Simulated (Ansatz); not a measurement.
**triplet CH7NSn at 6 levels**

Aim: a comparison of 6 runs (UHF/3-21G, U-wB97M-V/def2-SVP, UB3LYP/def2-SVP, UPBE/def2-SVP, RPA@PBE0/def2-SVP, UBCCD(T)/def2-SVP) of triplet CH7NSn. 

The results are computed with Ansatz 0.2.0.

74 further runs of the same task are left out: 74 set aside as unsound or not needed.

## 1. The molecule

The species is CH7NSn (10 atoms), meant as a triplet with charge 0. SMILES of the parent species: `C[NH][SnH3]`. Geometry: relaxed at PBE0-D4/def2-TZVP. That shape belongs to the parent species and isn't relaxed for this state.

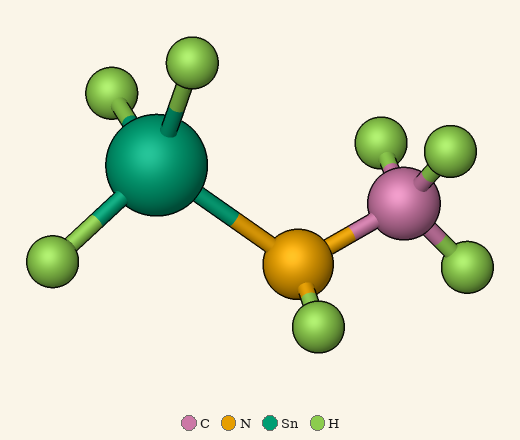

The structure, seen from a chosen angle (carbon pink, nitrogen amber, tin teal, hydrogen green).

## 2. A single-point energy at UHF/3-21G (run 1)

The input, run.yaml:

```yaml
crystal:
  periodic: [false, false, false]
  atoms:
    - {symbol: C, position_ang: [-0.898400, 0.758000, -0.879200]}
    - {symbol: "N", position_ang: [-0.343000, -0.532900, -0.516500]}
    - {symbol: Sn, position_ang: [0.897300, -0.629400, 1.085100]}
    - {symbol: H, position_ang: [-1.664200, 0.637600, -1.652700]}
    - {symbol: H, position_ang: [-1.396800, 1.201100, -0.011700]}
    - {symbol: H, position_ang: [-0.168200, 1.494600, -1.247500]}
    - {symbol: H, position_ang: [0.037300, -1.004000, -1.326200]}
    - {symbol: H, position_ang: [1.451700, -2.239000, 1.169900]}
    - {symbol: H, position_ang: [-0.052600, -0.195500, 2.433700]}
    - {symbol: H, position_ang: [2.220200, 0.458400, 0.948000]}
basis:
  gaussian: {orbitals: 3-21G-spherical.json}
magnetization: {spin_polarized: true, initial_magnetization: 2}
hamiltonian: {xc: hf}
accuracy: high
output: {orbitals: {seedname: orbitals}}
```

The basis set 3-21G is read from a file made from the Basis Set Exchange's data (not shown).

Started as:

```sh
$ ansatz run run.yaml --threads 1 --pin off --max-ram 3480MiB --events-out events.jsonl --progress --plain --runs-dir runs
```

Log:

```text
Warning: RAYON_NUM_THREADS=1 ignored (pool sized by the plan → 1); use --threads N
Functional definition: HF
  name "HF"
  exchange = exact_x
  correlation = 0
1426 factors; integrals over basis functions are off by at most 9.5e-9 eV
mean field evaluation 1: about -165767.8314 eV, gradient 1.2e1 eV
mean field evaluation 2: about -165768.2463 eV, gradient 1.2e1 eV
mean field evaluation 4: about -165769.8602 eV, gradient 2.3e0 eV
mean field evaluation 8: about -165769.9516 eV, gradient 3.5e-1 eV
mean field evaluation 16: about -165769.9564 eV, gradient 2.6e-6 eV
mean field -165769.95639036 eV, -6091.9335344336 hartree, gradient 8.6e-8 eV, S^2 2.017641; 0 other end points of the search recorded, 0 dependent functions left out
reference -165769.95639036 eV, -6091.9335344336 hartree; 36, 34 occupied and 27, 29 virtual orbitals, 1426 factors
Total energy: -165769.95639036 eV, -6091.9335344336 hartree
```

It took 1.9 s on 1 thread of Arm Neoverse V2, shared host; peak memory 0.23 GiB.

## 3. The energy at U-wB97M-V/def2-SVP (core potential) (run 2)

The input, molecule.yaml:

```yaml
basis:
  gaussian:
    orbitals: def2-SVP
crystal:
  periodic: [false, false, false]
  atoms:
    - symbol: C
      position_ang: [-0.898400, 0.758000, -0.879200]
    - symbol: N
      position_ang: [-0.343000, -0.532900, -0.516500]
    - symbol: Sn
      position_ang: [0.897300, -0.629400, 1.085100]
    - symbol: H
      position_ang: [-1.664200, 0.637600, -1.652700]
    - symbol: H
      position_ang: [-1.396800, 1.201100, -0.011700]
    - symbol: H
      position_ang: [-0.168200, 1.494600, -1.247500]
    - symbol: H
      position_ang: [0.037300, -1.004000, -1.326200]
    - symbol: H
      position_ang: [1.451700, -2.239000, 1.169900]
    - symbol: H
      position_ang: [-0.052600, -0.195500, 2.433700]
    - symbol: H
      position_ang: [2.220200, 0.458400, 0.948000]
magnetization:
  spin_polarized: true
  initial_magnetization: 2
hamiltonian:
  xc: {name: wB97M-V}
accuracy: high
output: {orbitals: {seedname: orbitals}}
```

Started as:

```sh
$ ansatz run molecule.yaml --threads 1 --pin off --max-ram 3480MiB --events-out events.jsonl --progress --plain --runs-dir runs
```

Log, shortened:

```text
Warning: RAYON_NUM_THREADS=1 ignored (pool sized by the plan → 1); use --threads N
Functional definition: wB97M-V
  name "wB97M-V"
[...]
  gx(w, u) = 1 - cx + cx01*u + cx10*w
  gss(w, u) = css00 + css04*u^4 + css10*w + css20*w^2 + css43*w^4*u^3
  gos(w, u) = cos00 + cos10*w + (cos20 + cos21*u)*w^2 + (cos60 + cos61*u)*w^6
[...]
      + integral(e_c_pw_mod_opposite_spin*gos(b97_w_opposite, b97_u_opposite)) + vv10(b, c)
2266 factors; integrals over basis functions are off by at most 3.0e-9 eV
406 factors; integrals over basis functions are off by at most 1.6e-9 eV
[...]
mean field -8461.25075195 eV, -310.9452298922 hartree, gradient 8.5e-8 eV, S^2 2.005388; 0 other end points of the search recorded, 0 dependent functions left out
reference -8461.25075681 eV, -310.9452300709 hartree; 22, 20 occupied and 67, 69 virtual orbitals, 2266 factors
Total energy: -8461.25075681 eV, -310.9452300709 hartree
```

It took 2.6 min on 1 thread of Arm Neoverse V2, shared host; peak memory 1.1 GiB.

## 4. The energy at UB3LYP/def2-SVP (core potential) (run 3)

Changes to run.yaml since step 2:

```diff
@@ -1 +1,4 @@
+basis:
+  gaussian:
+    orbitals: def2-SVP
 crystal:
@@ -4,3 +7,3 @@
     - {symbol: C, position_ang: [-0.898400, 0.758000, -0.879200]}
-    - {symbol: "N", position_ang: [-0.343000, -0.532900, -0.516500]}
+    - {symbol: N, position_ang: [-0.343000, -0.532900, -0.516500]}
     - {symbol: Sn, position_ang: [0.897300, -0.629400, 1.085100]}
@@ -13,6 +16,7 @@
     - {symbol: H, position_ang: [2.220200, 0.458400, 0.948000]}
-basis:
-  gaussian: {orbitals: 3-21G-spherical.json}
-magnetization: {spin_polarized: true, initial_magnetization: 2}
-hamiltonian: {xc: hf}
+magnetization:
+  spin_polarized: true
+  initial_magnetization: 2
+hamiltonian:
+  xc: {name: B3LYP}
 accuracy: high
```

Started as:

```sh
$ ansatz run run.yaml --threads 1 --pin off --max-ram 3480MiB --events-out events.jsonl --progress --plain --runs-dir runs
```

Log:

```text
Warning: RAYON_NUM_THREADS=1 ignored (pool sized by the plan → 1); use --threads N
Functional definition: B3LYP
  name "B3LYP"
  parameter a0 = 0.2
  parameter ax = 0.72
  parameter ac = 0.81
  exchange = (1 - a0 - ax)*slater_x + ax*b88_x + a0*exact_x
  correlation = (1 - ac)*vwn_rpa_c + ac*lyp_c
2266 factors; integrals over basis functions are off by at most 3.0e-9 eV
mean field evaluation 1: about -8458.8999 eV, gradient 3.8e1 eV
mean field evaluation 2: about -8430.3451 eV, gradient 7.8e1 eV
mean field evaluation 4: about -8466.0614 eV, gradient 1.0e1 eV
mean field evaluation 8: about -8466.6322 eV, gradient 2.3e-1 eV
mean field evaluation 16: about -8466.7837 eV, gradient 1.6e-3 eV
mean field evaluation 32: about -8466.7837 eV, gradient 8.9e-8 eV
mean field -8466.78368639 eV, -311.1485614827 hartree, gradient 8.9e-8 eV, S^2 2.005284; 0 other end points of the search recorded, 0 dependent functions left out
reference -8466.78373145 eV, -311.1485631387 hartree; 22, 20 occupied and 67, 69 virtual orbitals, 2266 factors
Total energy: -8466.78373145 eV, -311.1485631387 hartree
```

It took 16 s on 1 thread of Arm Neoverse V2, shared host; peak memory 0.46 GiB.

Runs 4 to 5 aren't shown in full; the table further down has their settings and results.

## 5. A single-point energy at UBCCD(T)/def2-SVP (core potential) (run 6)

The input, run.yaml:

```yaml
crystal:
  periodic: [false, false, false]
  atoms:
    - {symbol: C, position_ang: [-0.898400, 0.758000, -0.879200]}
    - {symbol: "N", position_ang: [-0.343000, -0.532900, -0.516500]}
    - {symbol: Sn, position_ang: [0.897300, -0.629400, 1.085100]}
    - {symbol: H, position_ang: [-1.664200, 0.637600, -1.652700]}
    - {symbol: H, position_ang: [-1.396800, 1.201100, -0.011700]}
    - {symbol: H, position_ang: [-0.168200, 1.494600, -1.247500]}
    - {symbol: H, position_ang: [0.037300, -1.004000, -1.326200]}
    - {symbol: H, position_ang: [1.451700, -2.239000, 1.169900]}
    - {symbol: H, position_ang: [-0.052600, -0.195500, 2.433700]}
    - {symbol: H, position_ang: [2.220200, 0.458400, 0.948000]}
basis:
  gaussian: {orbitals: def2-SVP}
magnetization: {spin_polarized: true, initial_magnetization: 2}
correlation: {method: bccd_t, frozen_orbitals: {C: 1, H: 0, "N": 1, Sn: 4}}
accuracy: high
scf: {omitted_lower_state_checks: [cluster_reference, increment]}
```

Started as:

```sh
$ ansatz run run.yaml --threads 1 --pin off --max-ram 3480MiB --events-out events.jsonl --progress --plain --runs-dir runs
```

Log:

```text
Warning: RAYON_NUM_THREADS=1 ignored (pool sized by the plan → 1); use --threads N
[... 13 lines left out ...]
6 core orbitals not correlated: weight in the atoms' cores, before any rotation towards them, 1.000 or more for the frozen orbitals, at most 0.000 for the correlated occupied ones
[... 32 lines left out ...]
Total energy: -8433.82527150 eV, -309.9373620754 hartree
Checks for a lower state left out: cluster_reference, increment
```

Wall time 2.5 min (1 thread of Arm Neoverse V2, shared host); peak memory 1.7 GiB.

## 6. The series

| run | level | core potential | frozen core orbitals | energy (Eh) | HOMO energy (eV) | ⟨S²⟩ | wall time |
| --- | --- | --- | --- | --- | --- | --- | --- |
| 1 | UHF/3-21G | none | – | -6091.933534 | -3.02 | 2.018 | 1.9 s |
| 2 | U-wB97M-V/def2-SVP (core potential) | def2-SVP | – | -310.945230 | -3.49 | 2.005 | 2.6 min |
| 3 | UB3LYP/def2-SVP (core potential) | def2-SVP | – | -311.148563 | -1.71 | 2.005 | 16 s |
| 4 | UPBE/def2-SVP (core potential) | def2-SVP | – | -310.936540 | -1.22 | 2.004 | 12 s |
| 5 | RPA@PBE0/def2-SVP (core potential) | def2-SVP | 6 | -310.105263 | – | 2.006 | 28 s |
| 6 | UBCCD(T)/def2-SVP (core potential) | def2-SVP | 6 | -309.937362 | – | 2.018 | 2.5 min |

## 7. What came out

| quantity | value |
| --- | --- |
| run 6: total energy | -309.93736 Eh |
| run 6: correlation energy (6 core orbitals frozen) | -484.1 mEh |
| run 6: (T) correction | -14.49 mEh |
| run 6: ⟨S²⟩ of the reference determinant | 2.018 |

In words: Totals of different functionals can't be ranked against each other. Some runs of one species differ in core potentials or relativity; totals across that change don't compare. In run 1 relativity is left out where basis or elements ask for it. All runs together took 6.1 min, the longest 2.6 min.
